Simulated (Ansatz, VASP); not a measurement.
## Tl36S17 (Carlinite): VASP beside Ansatz

One calculation is typed for both programs; each brings its own data sets and cutoff. How far apart do they land? The structure shown is the end of the VASP relaxation below.

Calculated with Ansatz 0.2.0; plane waves, with VASP 6.6.1 beside it; single point at PBEsol.

## (1) The starting structure

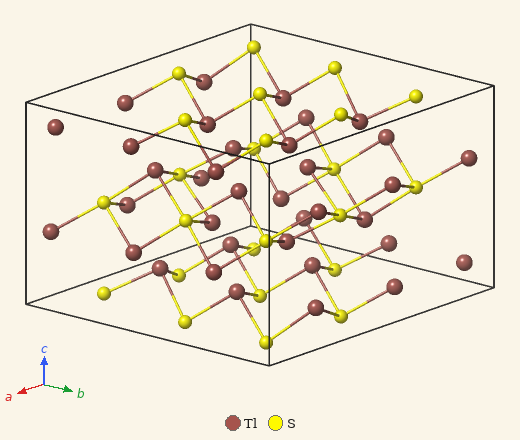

The starting structure, seen from a free direction (thallium brown, sulfur yellow). Bonds to atoms that aren't drawn are left out. Some periodic images of atoms are drawn too.

The cell holds 53 atoms: 36 Tl and 17 S. Its edges and angles: a = 12.742 Å, b = 12.742 Å, c = 11.105 Å, α = 90.0°, β = 90.0°, γ = 120.0°. It derives from Tl2S (Carlinite). Nearest the centre at fractional (0.000, 0.000, 0.000): Tl20 at 2.67 Å, Tl17 at 2.67 Å, Tl1 at 2.67 Å, Tl24 at 2.67 Å, Tl36 at 2.67 Å, Tl13 at 2.67 Å, S44 at 4.20 Å, S40 at 4.20 Å.

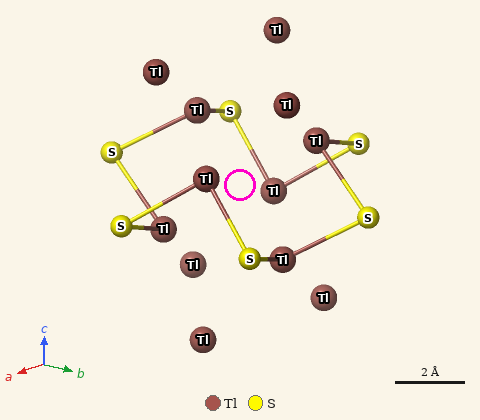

The atoms within 5 Å of the centre. A ring marks the centre wherever it is empty. Bonds to atoms that aren't drawn are left out.

## (2) VASP: relaxation, PBEsol

This run makes the geometry at which the two programs are then compared.

Lines of VASP's logs that name or quote its potential files are left out, and so is its time.

INCAR reads:

```
SYSTEM = Tl36S17
PREC = Normal
ENCUT = 300
EDIFF = 1E-05
NELM = 120
ISMEAR = 1
SIGMA = 0.2
LREAL = Auto
ALGO = Fast
GGA = PS
LORBIT = 11
LWAVE = .FALSE.
LCHARG = .TRUE.
KPAR = 4
NCORE = 2
IBRION = 2
NSW = 50
ISIF = 2
EDIFFG = -0.03
POTIM = 0.4
MAXMIX = 40
ISYM = 2
```

POSCAR reads:

```
Tl36S17
1.0
   12.7418340768      0.0000000000      0.0000000000
   -6.3709170384     11.0347520013      0.0000000000
    0.0000000000      0.0000000000     11.1048292684
Tl S
36 17
Direct
    0.2222222200      0.1111111100      0.1423281300
    0.2222222200      0.1111111100      0.6423281300
    0.2222222200      0.4444444400      0.1423281300
    0.2222222200      0.4444444400      0.6423281300
    0.2222222200      0.7777777800      0.1423281300
    0.2222222200      0.7777777800      0.6423281300
    0.5555555600      0.1111111100      0.1423281300
    0.5555555600      0.1111111100      0.6423281300
    0.5555555600      0.4444444400      0.1423281300
    0.5555555600      0.4444444400      0.6423281300
    0.5555555600      0.7777777800      0.1423281300
    0.5555555600      0.7777777800      0.6423281300
    0.8888888900      0.1111111100      0.1423281300
    0.8888888900      0.1111111100      0.6423281300
    0.8888888900      0.4444444400      0.1423281300
    0.8888888900      0.4444444400      0.6423281300
    0.8888888900      0.7777777800      0.1423281300
    0.8888888900      0.7777777800      0.6423281300
    0.1111111100      0.2222222200      0.3576718700
    0.1111111100      0.2222222200      0.8576718700
    0.1111111100      0.5555555600      0.3576718700
    0.1111111100      0.5555555600      0.8576718700
    0.1111111100      0.8888888900      0.3576718700
    0.1111111100      0.8888888900      0.8576718700
    0.4444444400      0.2222222200      0.3576718700
    0.4444444400      0.2222222200      0.8576718700
    0.4444444400      0.5555555600      0.3576718700
    0.4444444400      0.5555555600      0.8576718700
    0.4444444400      0.8888888900      0.3576718700
    0.4444444400      0.8888888900      0.8576718700
    0.7777777800      0.2222222200      0.3576718700
    0.7777777800      0.2222222200      0.8576718700
    0.7777777800      0.5555555600      0.3576718700
    0.7777777800      0.5555555600      0.8576718700
    0.7777777800      0.8888888900      0.3576718700
    0.7777777800      0.8888888900      0.8576718700
    0.0000000000      0.0000000000      0.5000000000
    0.0000000000      0.3333333300      0.0000000000
    0.0000000000      0.3333333300      0.5000000000
    0.0000000000      0.6666666700      0.0000000000
    0.0000000000      0.6666666700      0.5000000000
    0.3333333300      0.0000000000      0.0000000000
    0.3333333300      0.0000000000      0.5000000000
    0.3333333300      0.3333333300      0.0000000000
    0.3333333300      0.3333333300      0.5000000000
    0.3333333300      0.6666666700      0.0000000000
    0.3333333300      0.6666666700      0.5000000000
    0.6666666700      0.0000000000      0.0000000000
    0.6666666700      0.0000000000      0.5000000000
    0.6666666700      0.3333333300      0.0000000000
    0.6666666700      0.3333333300      0.5000000000
    0.6666666700      0.6666666700      0.0000000000
    0.6666666700      0.6666666700      0.5000000000
```

KPOINTS reads:

```
Automatic mesh
0
Gamma
2 2 2
0 0 0
```

PAW data sets: Tl and S (PBE family, release 64).

Started as:

```console
mpirun -np 8 vasp_std
```

Numbers of over 12 decimals in the logs are rounded to 6 here.

Output:

```text
[banner, memory and clock lines left out]
running    8 mpi-ranks, on    1 nodes
[...]
|                                                                             |
|               ----> ADVICE to this user running VASP <----                  |
|                                                                             |
|     You enforced a specific xc type in the INCAR file but a different       |
|     [... a line on the potential file left out ...]
|     I HOPE YOU KNOW WHAT YOU ARE DOING!                                     |
|                                                                             |

 LDA part: xc-table for (Slater+PW92), standard interpolation
 POSCAR, INCAR and KPOINTS ok, starting setup
[...]
entering main loop
       N       E                     dE             d eps       ncg     rms          rms(c)
DAV:   1     0.147933642629E+04    0.14793E+04   -0.42471E+04  1056   0.782E+02
DAV:   2     0.100761055227E+03   -0.13786E+04   -0.13344E+04  1280   0.182E+02
DAV:   3    -0.177621802051E+03   -0.27838E+03   -0.26987E+03  1528   0.913E+01
DAV:   4    -0.192097737546E+03   -0.14476E+02   -0.14216E+02  1552   0.229E+01
[...]
RMM:  24    -0.183550790624E+03   -0.48790E-04   -0.14259E-03  1814   0.427E-02    0.169E-01
RMM:  25    -0.183550856841E+03   -0.66217E-04   -0.85908E-05  1049   0.129E-02    0.134E-01
RMM:  26    -0.183550852301E+03    0.45406E-05   -0.71311E-05   961   0.144E-02
   1 F= -.18355085E+03 E0= -.18355017E+03  d E =-.183551E+03
[... from here on, the cycles between the ionic steps are left out ...]
  19 F= -.18370216E+03 E0= -.18370324E+03  d E =-.452516E-02
  20 F= -.18370567E+03 E0= -.18370667E+03  d E =-.803157E-02
  21 F= -.18370870E+03 E0= -.18370970E+03  d E =-.110620E-01
  22 F= -.18371416E+03 E0= -.18371553E+03  d E =-.546334E-02
  23 F= -.18371692E+03 E0= -.18371889E+03  d E =-.821737E-02
  24 F= -.18372222E+03 E0= -.18372517E+03  d E =-.530583E-02
  25 F= -.18373037E+03 E0= -.18373665E+03  d E =-.134467E-01
  26 F= -.18373614E+03 E0= -.18374438E+03  d E =-.577877E-02
 trial-energy change:   -0.005779  1 .order   -0.004886   -0.007909   -0.001864
 step:   5.4169(harm=  6.1488)  dis= 0.04349  next Energy=  -183.736289 (dE=-0.592E-02)
 reached required accuracy - stopping structural energy minimisation
```

Parts of OUTCAR (step 2):

```text
  Total       -6.4782963     -6.4782963      0.1273170      0.0000000      0.0000000     -0.0000000
  in kB       -6.6476016     -6.6476016      0.1306444      0.0000000      0.0000000     -0.0000000
  external PRESSURE =      -4.3881862 kB  Pullay stress =       0.0000000 kB

 POSITION                                       TOTAL-FORCE (eV/Angst)
 -----------------------------------------------------------------------------------
      1.95132      1.12659      1.43106         0.002737      0.001580      0.026710
      2.14031      1.23571      7.12794        -0.013247     -0.007648      0.007115
      0.00000      4.93812      1.55832        -0.000000     -0.004459     -0.022867
      0.00000      4.71354      7.26372        -0.000000     -0.004367      0.013372
     -2.09438      8.56569      1.55832        -0.003861      0.002229     -0.022867
     -2.28887      8.67798      7.26372        -0.003782      0.002183      0.013372
      6.37092      1.17775      1.61284        -0.000000     -0.007984      0.013761
      6.37092      1.39510      6.98729        -0.000000     -0.008829     -0.010597
      4.20542      4.92850      1.61284        -0.006914      0.003992      0.013761
      4.39365      4.81982      6.98729        -0.007646      0.004414     -0.010597
      2.09438      8.56569      1.55832         0.003861      0.002229     -0.022867
      2.28887      8.67798      7.26372         0.003782      0.002183      0.013372
     10.79052      1.12659      1.43106        -0.002737      0.001580      0.026710
     10.60153      1.23571      7.12794         0.013247     -0.007648      0.007115
[...]
-----------------------------------------------------------------------------------
    total drift:                                0.000000      0.000000      0.000000

  FREE ENERGIE OF THE ION-ELECTRON SYSTEM (eV)
  ---------------------------------------------------
  free  energy   TOTEN  =      -183.7361441059 eV

  energy  without entropy=     -183.7608534222  energy(sigma->0) =     -183.74438054

 reached required accuracy - stopping structural energy minimisation

[... 3 further parts left out ...]
[key lines of the parts left out:]
E-fermi :   3.7507
```

(Continued in part 2 of 2.)

[Lines on the potential files, build, host, timing and source positions are cut from VASP's logs without a mark.]

[Logs are printed without paths, hosts, clocks, repeated set-up lines and the standing remarks that a program may print on its own settings, such as how far it seeks lower states.]

[Hosts, paths, dates, database ids (printed as entryN), source tags and the programs' standing remarks are cut or masked in the printed files.]
